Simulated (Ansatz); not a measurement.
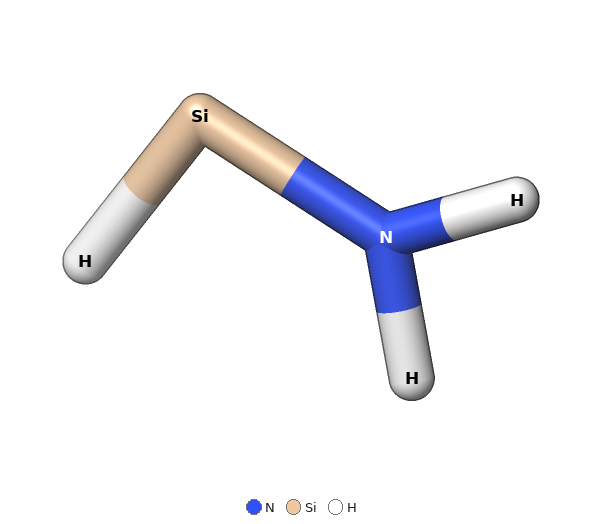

Geometry: atoms displaced at random (about 0.04 Å) from a stationary point of PBE0-D4. Program: Ansatz 0.2.0.

Tabulate dipole (D) at these levels: PBE-D4/def2-TZVPP; PBE0-D4/def2-TZVPP; RHF-CCSD(T) (frozen core)/def2-TZVPP; r2SCAN-D4/def2-TZVPP; ωB97M-V/def2-TZVPP.

| level | dipole (D) |
| --- | --- |
| PBE-D4/def2-TZVPP | 2.60 |
| PBE0-D4/def2-TZVPP | 2.59 |
| RHF-CCSD(T) (frozen core)/def2-TZVPP | 2.52 |
| r2SCAN-D4/def2-TZVPP | 2.67 |
| ωB97M-V/def2-TZVPP | 2.47 |
